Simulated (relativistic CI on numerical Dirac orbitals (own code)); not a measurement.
```
atom Os  Z=76  charge=5  electrons=71
nucleus A=192  rms_radius_fm=5.4126
hamiltonian dirac-coulomb  breit=on  qed=on  c_scale=1
orbitals kli  potential=per-configuration
slater_scale 0.9
correlation none
mixing on
configurations
  [Xe] 4f14 5d3
  [He] 2s2 2p5 3s2 3p6 3d10 4s2 4p6 4d10 4f14 5s2 5p6 5d4
end
absorption L2,3 T=300 lorentz=3.0 gauss=1
crystal_field D3d 10Dq=61800 Dsigma=-170 Dtau=-360
```

Multiplet model: relativistic Dirac–Coulomb–Breit theory, one configuration a step, Slater integrals scaled by 0.9, 300 K, Voigt broadening (Lorentzian 3 eV, Gaussian 1 eV full widths), computed with a radial Dirac CI code. Dichroism is for the ground state at zero temperature, magnetised by an exchange field of 10 meV on Sz (linear: z less the mean of x and y).

The L₂,₃ X-ray absorption spectrum that results, with the strongest transitions as sticks:

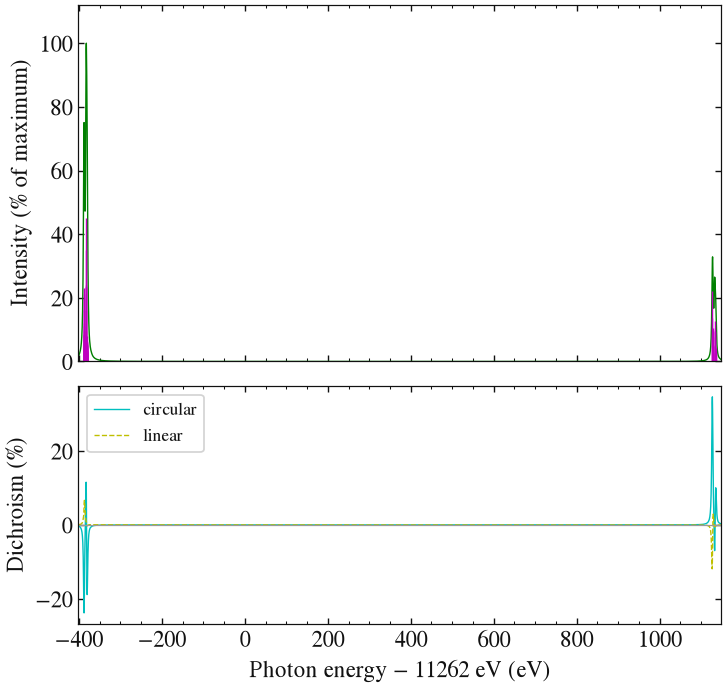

The main maxima lie at 10874.6 eV (75), 10879.9 eV (100), 12389.4 eV (33) and 12394.7 eV (27), heights in % of the largest; the centroid is at 11262.2 eV. The lower edge holds 0.75 of the intensity (branching ratio, edges parted at 11641 eV), and the core spin-orbit splitting of the orbitals is 1550 eV. The ground state has S = 1.47. The circular dichroism (Δm = −1 less Δm = +1) is largest at 12389.0 eV, 35 % of the isotropic maximum; its integrals over the lower and upper edge are −0.035 and 0.046 of the sum over the three polarisations. The magnetised ground state has ⟨Lz⟩ = 0.31 and ⟨Sz⟩ = −1.46.

Caveat: free-ion energies, so absolute edge positions are off by a few eV from solids.
